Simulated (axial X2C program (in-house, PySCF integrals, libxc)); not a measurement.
# A two-component session on GaH: properties at the nuclei

Aim: properties at the nuclei of GaH, with spin–orbit coupling in the Hamiltonian from the start.

Program: an in-house X2C program for linear molecules on PySCF integrals. Level of theory: two-component X2C with atomic mean-field terms, Ga dyall-cv3z, H dyall-v3z. These are calculated values, not measurements.

## (1) Input

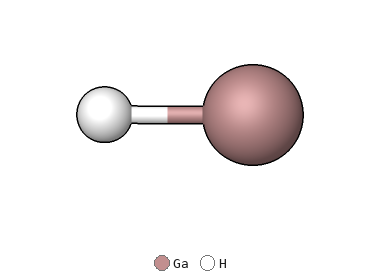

The two atoms at 1.560 Å (gallium pink, hydrogen white).

File task.json:

```json
{"zs": [31, 1], "q": 0, "bas": ["dyall-cv3z", "dyall-v3z"], "r0": 1.56, "levels": ["PBE0", "HF", "PBE50", "BP86", "B3LYP"], "nst": 3}
```

Keys: zs atomic numbers; q charge; bas basis sets; r0 starting distance in Å; levels methods (HF also brings MP2); nst determinants followed.

Started as:

```sh
> python soeom.py task.json out
```

After this run come: Expectation values, lowest determinant; Expectation values, a higher determinant; Expectation values, a higher determinant.

**Question.** What will these runs give? Wanted: lowest determinant; qzz Ga; qzz H; μ; higher determinant; Eeff magnitude; Ws magnitude Ga; A∥/gI Ga (for each run or level that gives them).

**Answer**, as computed:

```
                                        quantity                                           value
                              lowest determinant                            Ω = 0 (closed shell)
                             qzz Ga (a.u.), PBE0                                           -4.16
                              qzz H (a.u.), PBE0                                            0.07
                                     μ (D), PBE0                                           -0.48
                              higher determinant  Ω = 2 (excess of +ω over −ω: ω = 1/2, ω = 3/2)
Eeff magnitude (GV/cm), PBE0, higher determinant                                            3.14
 Ws magnitude Ga (kHz), PBE0, higher determinant                                           0.674
        A∥/gI Ga (MHz), PBE0, higher determinant                                             679
         qzz Ga (a.u.), PBE0, higher determinant                                           -0.51
                              higher determinant       Ω = 1 (excess of +ω over −ω: 2 × ω = 1/2)
Eeff magnitude (GV/cm), PBE0, higher determinant                                            3.09
 Ws magnitude Ga (kHz), PBE0, higher determinant                                            1.32
        A∥/gI Ga (MHz), PBE0, higher determinant                                            1350
         qzz Ga (a.u.), PBE0, higher determinant                                           -0.33
```

In words: The expectation values come from single determinants, which for open shells can mix terms of unlike spin or miss the lowest Ω, so a determinant need not be a state. Eeff is the effective electric field on the electron dipole moment in this Ω state and Ws the scalar–pseudoscalar constant (defined with the proton number Z and per Ω); A∥ is the parallel hyperfine constant, which follows by multiplying with the nuclear g factor gI = μI/(I μN); qzz is the electric field gradient, eQq0 = 234.96 MHz × Q/barn × qzz; μ is positive if H is the positive end. The operators were transformed with the bare-nucleus X2C matrices.
